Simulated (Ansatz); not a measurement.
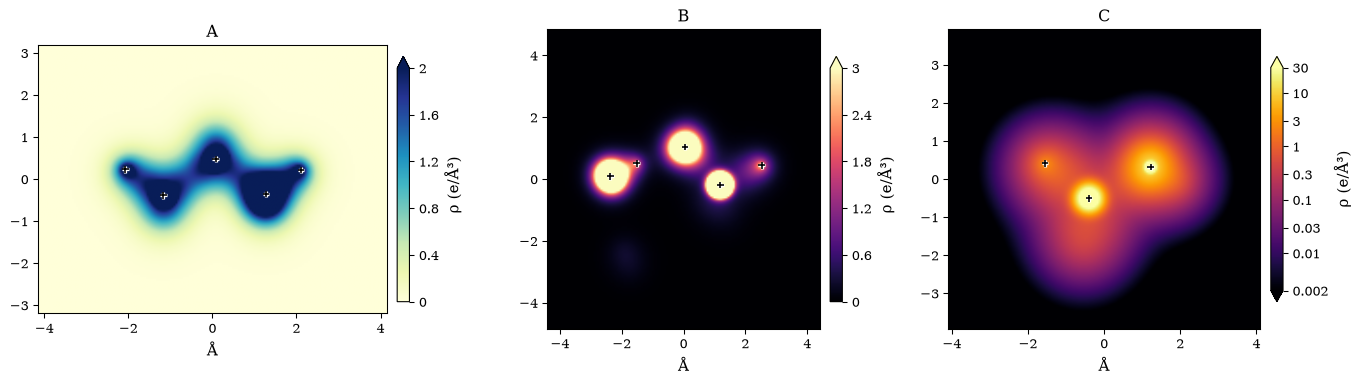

The electron density of 3 systems, each on a plane through atoms (crosses mark nuclei in the plane).

All numbers below come from Ansatz, RKS PBE0-D4/def2-TZVPP.

System 1: C2H7N, the plane of atoms C2, C5 and H6. The reactant side of a reaction path; geometry: PBE0-D4/def2-TZVP.

```tsv
atom	x (Å)	y (Å)	z (Å)
N	-1.3696	-0.1716	-0.0257
C	0.0120	-0.4306	0.3520
H	0.3906	-1.4034	-0.0006
H	0.0585	-0.4570	1.4452
C	0.9153	0.6707	-0.1621
H	1.9501	0.5067	0.1464
H	0.8983	0.7114	-1.2557
H	0.5865	1.6415	0.2143
H	-1.4612	-0.1671	-1.0349
H	-1.9803	-0.9006	0.3210
```

System 2: H5OSi···AsH2, the plane of atoms O2, Si1 and H3. A transition-state structure; geometry: PBE0-D4/def2-TZVP.

```xyz
10

Si   -0.3654    0.8471   -0.7951
O    -0.7937    0.4203    0.9242
H    -1.1644    0.1459   -1.8173
H    -1.0318    2.1827   -0.6187
H     1.0290    1.1980   -1.1458
H    -0.1504   -0.4232    0.9607
As    0.9229   -1.6381   -0.3718
H    -0.7286    1.0989    1.6166
H     2.0334   -1.2665    0.6076
H     0.2490   -2.5654    0.6396
```

System 3: H5NOSi···H2···HF, the plane of atoms H3, Si1 and O7. The product side of a reaction path; geometry: PBE0-D4/def2-TZVP.

```xyz
12

Si   -0.8107   -0.9893   -0.2085
H     1.3388    1.5232    2.1944
H    -1.9846   -1.7103   -0.7570
H     0.0035   -1.7769    0.7364
N    -1.4041    0.4093    0.5440
H     1.6812   -0.0187   -1.0128
O     0.2708   -0.7417   -1.4661
H     1.6479    1.3467    1.5355
F     2.4155    0.4560   -0.6531
H    -0.8164    1.0123    1.0962
H    -2.2618    0.8544    0.2668
H    -0.0802   -0.3650   -2.2760
```

Match each panel to its system.

Panel A is system 1, C2H7N: the plane holds N, C and H. C–N (1.46 Å): ρ at the midpoint is about 1.9 e/Å³. Panel B is system 3, H5NOSi···H2···HF: the plane holds Si, H, O and F. O7···H6 (1.65 Å): the density falls to about 0.34 e/Å³ on the way: a closed-shell contact with the geometry of a hydrogen bond. Panel C is system 2, H5OSi···AsH2: the plane holds Si, O and H. Si–O (1.82 Å): the density is about 0.79 e/Å³ at the midpoint.
